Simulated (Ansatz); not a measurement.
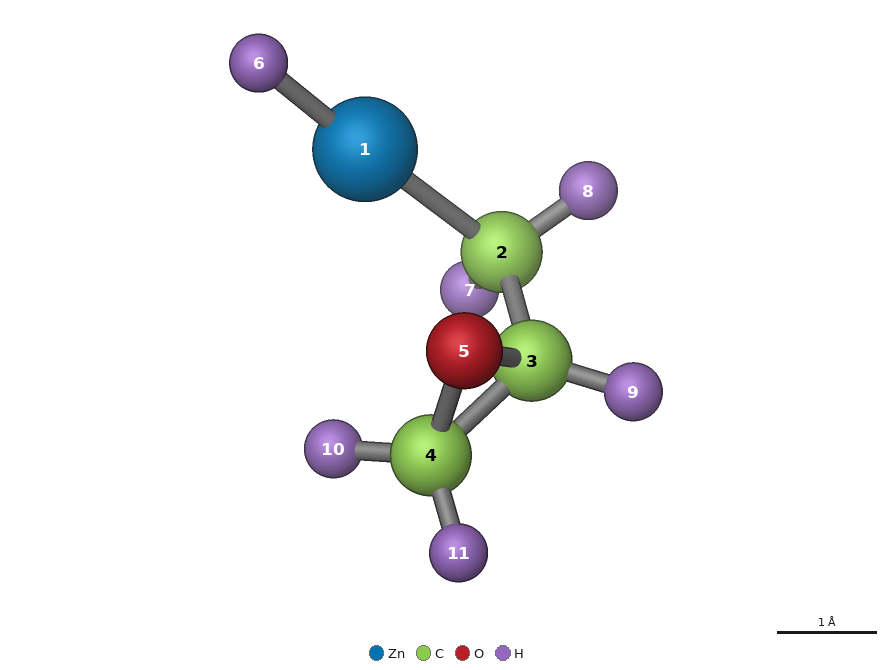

The atoms are numbered. The geometry was computed by an optimisation with PBE0-D4/def2-TZVP. No frequency run is at hand to confirm it as a minimum.

Which atoms are bonded, and how long are the bonds?

```csv
bond,length (Å)
Zn1–C2,1.975
Zn1–H6,1.544
C2–C3,1.493
C2–H7,1.093
C2–H8,1.094
C3–C4,1.458
C3–O5,1.453
C3–H9,1.089
C4–O5,1.422
C4–H10,1.089
C4–H11,1.087
```
